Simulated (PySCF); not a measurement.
**C₈H₁₄Si: density, localisation and related maps**

```yaml
atoms:
  - { symbol: C, position_ang: [-1.5668, -1.3179, -1.1953] }
  - { symbol: Si, position_ang: [-0.6119, -0.3141, 0.1322] }
  - { symbol: C, position_ang: [-1.9518, 0.1898, 1.4066] }
  - { symbol: C, position_ang: [0.6649, -1.4521, 0.9602] }
  - { symbol: C, position_ang: [0.3412, 0.9665, -1.2956] }
  - { symbol: C, position_ang: [1.6660, 0.5466, -1.4642] }
  - { symbol: C, position_ang: [2.3915, 0.8972, -0.3334] }
  - { symbol: C, position_ang: [1.5622, 1.5655, 0.5529] }
  - { symbol: C, position_ang: [0.2695, 1.6187, 0.0076] }
  - { symbol: H, position_ang: [-0.9042, -1.7191, -1.9562] }
  - { symbol: H, position_ang: [-2.0822, -2.1536, -0.7329] }
  - { symbol: H, position_ang: [-2.3171, -0.7148, -1.6984] }
  - { symbol: H, position_ang: [-2.6848, 0.8648, 0.9749] }
  - { symbol: H, position_ang: [-2.4864, -0.6885, 1.7528] }
  - { symbol: H, position_ang: [-1.5253, 0.6804, 2.2762] }
  - { symbol: H, position_ang: [1.5088, -1.6551, 0.3109] }
  - { symbol: H, position_ang: [0.2001, -2.4001, 1.2080] }
  - { symbol: H, position_ang: [1.0519, -1.0225, 1.8774] }
  - { symbol: H, position_ang: [-0.3667, 1.1150, -2.0907] }
  - { symbol: H, position_ang: [2.0465, 0.0203, -2.3216] }
  - { symbol: H, position_ang: [3.4339, 0.6845, -0.1720] }
  - { symbol: H, position_ang: [1.8464, 1.9579, 1.5129] }
  - { symbol: H, position_ang: [-0.4857, 2.3308, 0.2876] }
```

Geometry: GFN2-xTB.

Level of theory: PySCF 2.14.0, PBE0/pcSseg-1, SCF density, gas phase, non-relativistic.

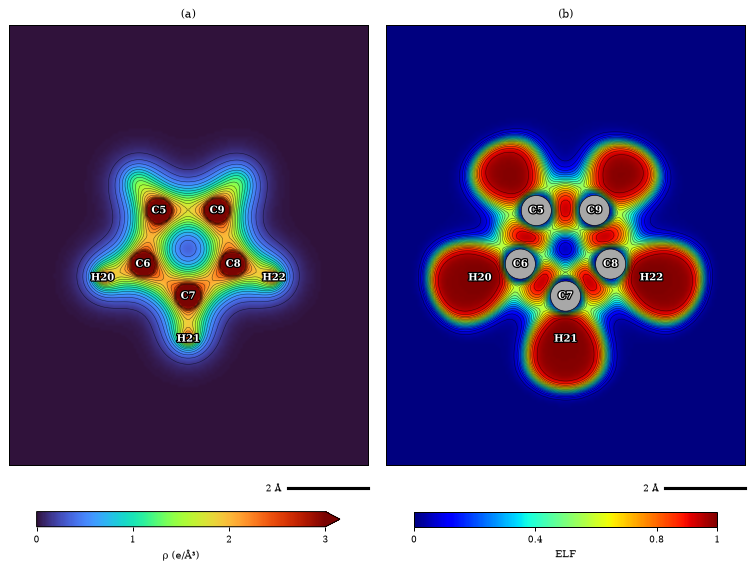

Figure 1. (a) electron density; (b) electron localisation function on the plane of atoms C5, C9 and C8. Grey discs cover the atomic cores in the ELF map.

What does the map show?

Answer. The section cuts through C and H sites. C–C (1.39 Å): ρ is about 2.1 e/Å³ halfway; the ELF peaks at about 0.95 between the atoms: localised, covalent bonding. C–H (1.08 Å): ρ at the midpoint is about 2 e/Å³; the ELF climbs to about 1 towards the hydrogen, as it does in any bond to H (a covalent bond by its length). C–C (1.46 Å): ρ at the midpoint is about 1.8 e/Å³; the ELF peaks at about 0.95 between the atoms; a covalent bond.

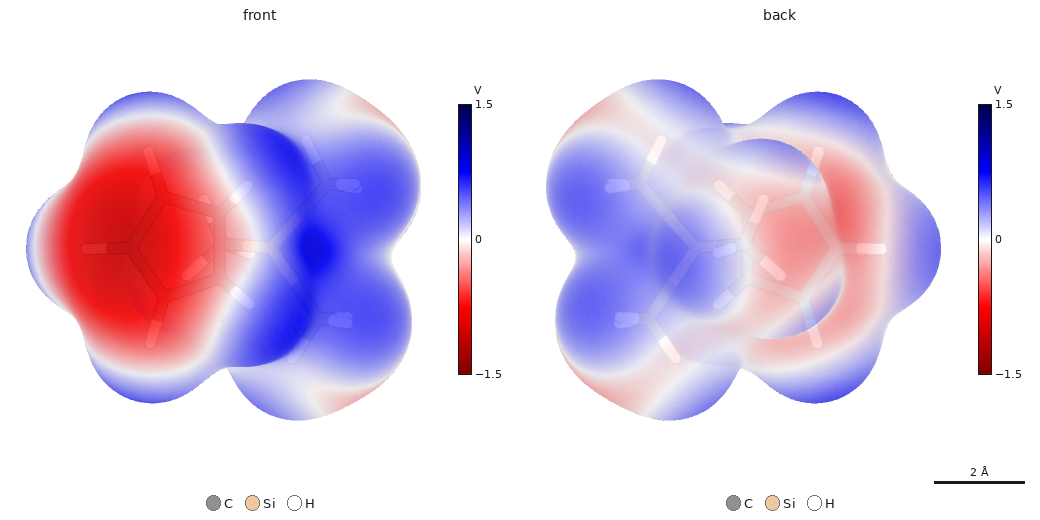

Figure 2. The electrostatic potential painted on the density surface at 0.001 e/bohr³, seen from the front and from behind; the colour scale runs from red (negative) to blue (positive).

Where is the surface potential most negative and most positive?

Answer. The most negative region (about −1.0 V) lies over the π face of C6, C7 and C8, the most positive (about +0.7 V) over Si2, C5, H19 and H23.
